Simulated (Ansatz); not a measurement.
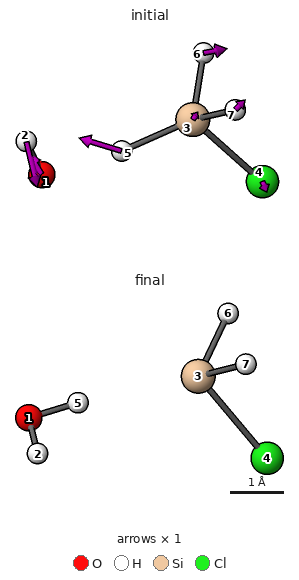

The structure of SiH4OCl (charge −1) (coarse preliminary run) before (top) and after (bottom) a relaxation, at one scale. The purple arrows give the displacements, at their true length.

The picture is a ball-and-stick view, seen at a tilt.

These are results of Ansatz 0.2.0, RKS PBE-D4/def2-SVPD, not measurements.

Input
```yaml
crystal:
  periodic: [false, false, false]
  atoms:
    - {symbol: O, position_ang: [-0.580100, 0.095200, -2.247000]}
    - {symbol: H, position_ang: [0.310200, 0.035100, -2.613400]}
    - {symbol: Si, position_ang: [0.152200, -0.060400, 0.766100]}
    - {symbol: Cl, position_ang: [-1.355600, 0.363800, 2.162200]}
    - {symbol: H, position_ang: [-0.322300, 0.032000, -0.646400]}
    - {symbol: H, position_ang: [0.616900, -1.344100, 1.322400]}
    - {symbol: H, position_ang: [1.178700, 0.878400, 1.256100]}
basis:
  gaussian: {orbitals: def2-SVPD}
total_charge: -1
hamiltonian: {xc: pbe, dispersion: d4}
relax: {f_tol: 0.03, max_steps: 250}
```

Q: Summarise the run.

A: The optimiser took 32 steps. The atom that moves furthest after the best rigid fit is H2 (0.93 Å). Largest moves by element: H 0.93 Å, O 0.49 Å, Cl 0.25 Å, Si 0.20 Å. Some distances before and after: Si3–H5 1.493 → 2.370 Å, O1–H5 1.622 → 1.012 Å, Si3–Cl4 2.098 → 2.272 Å, Si3–H6 1.474 → 1.550 Å. New bonds form: O1–H5 (1.62 → 1.01 Å). Bonds break: Si3–H5 (1.49 → 2.37 Å). Among the angles between lasting bonds that change: H6–Si3–H7 102.1° → 94.0°, Cl4–Si3–H6 98.7° → 96.0°. The run took roughly 90 core-seconds on a shared host.
